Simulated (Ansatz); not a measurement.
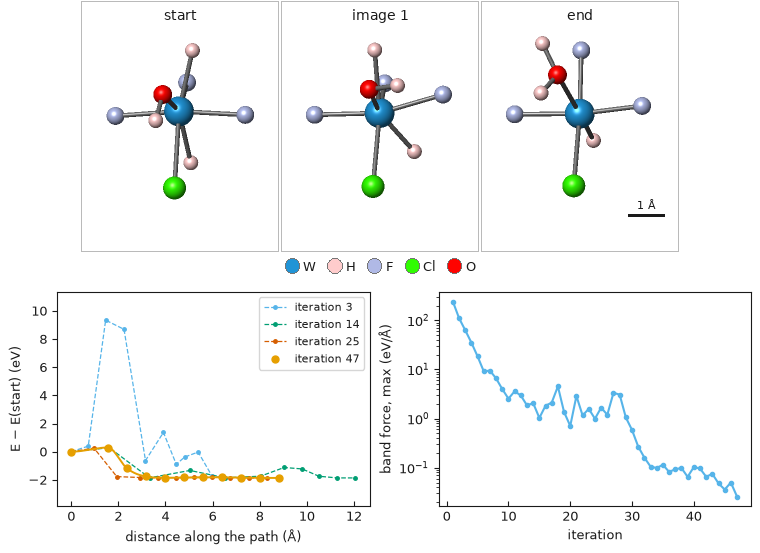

NEB run on WH3OClF3 (multiplicity 2). Images are numbered from 0 (start) to 10 (end). The plot follows the band through its iterations. A ball-and-stick model, seen from a free direction.

Theory: Ansatz, UKS PBE/def2-SVP. Run with 9 movable images; climbing image; force threshold 0.03 eV/Å; iteration limit 60; spring constant 0.5 eV/Å²; starting path through a guess of the saddle point.

Question: How did the profile develop, and is the result final?

Answer: The run is converged, with reservations. The band converged in 47 iterations. The largest component of the band force went from 240 to 0.026 eV/Å. The climbing image converged on the top of the path. Its curvatures weren't checked. The first iteration put the highest image at 43.75 eV. Forward barrier 0.30 eV, backward barrier 2.16 eV, with image 1 at the top; the reaction energy is −1.86 eV.
